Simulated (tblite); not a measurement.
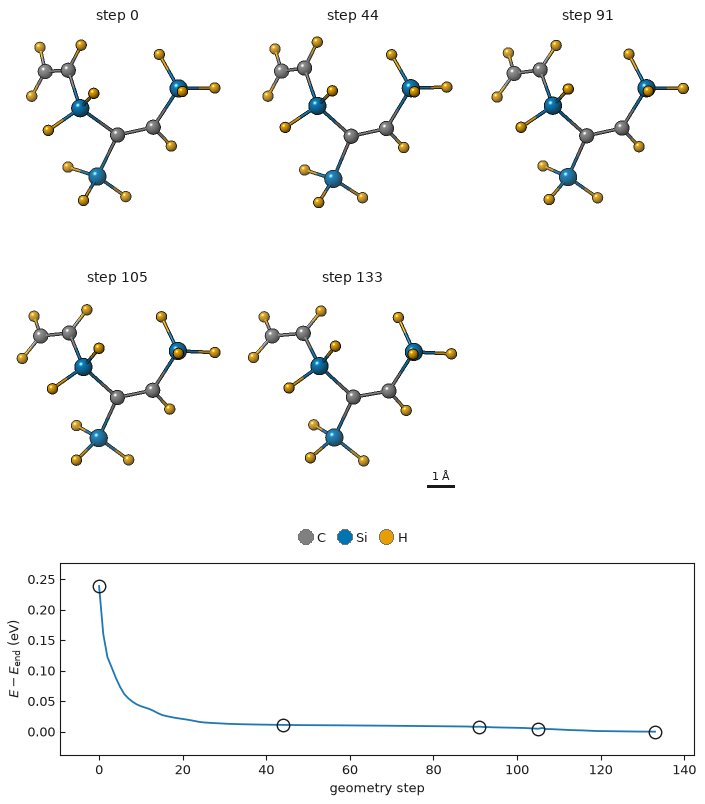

Frames of a relaxation of C4H12Si3, marked on the history of the run. Style: ball-and-stick. Shown at a tilt.

These are results of GFN2-xTB geometry optimisation, gas phase in tblite, not measurements. 

Describe the path.

Over 133 geometry steps the energy falls by 0.239 eV. The largest move after the best rigid fit is that of an H atom, 0.86 Å. By element the largest moves are H 0.86 Å, C 0.37 Å, Si 0.22 Å. Near-neighbour distances that change, for instance: C–Si 1.837 → 1.884 Å, C–Si 1.862 → 1.894 Å, H–Si 1.489 → 1.468 Å, C–C 1.343 → 1.323 Å. Among the angles between lasting bonds that change: Si–C–Si 107.7° → 116.3°, Si–C–C 128.5° → 123.2°, Si–C–H 110.3° → 114.3°. Groups turn about C–Si by about 20°. The run took 2.9 s on 1 thread of Intel(R) Xeon(R) Processor @ 2.70GHz, with other jobs on the host. From step 0 to 44: H atoms move most (0.17 Å), energy −0.228 eV. From step 44 to 91: an H atom moves most (0.32 Å), energy −0.003 eV. From step 91 to 105: an H atom moves most (0.24 Å), energy −0.003 eV. From step 105 to 133: an H atom moves most (0.22 Å), energy −0.005 eV.
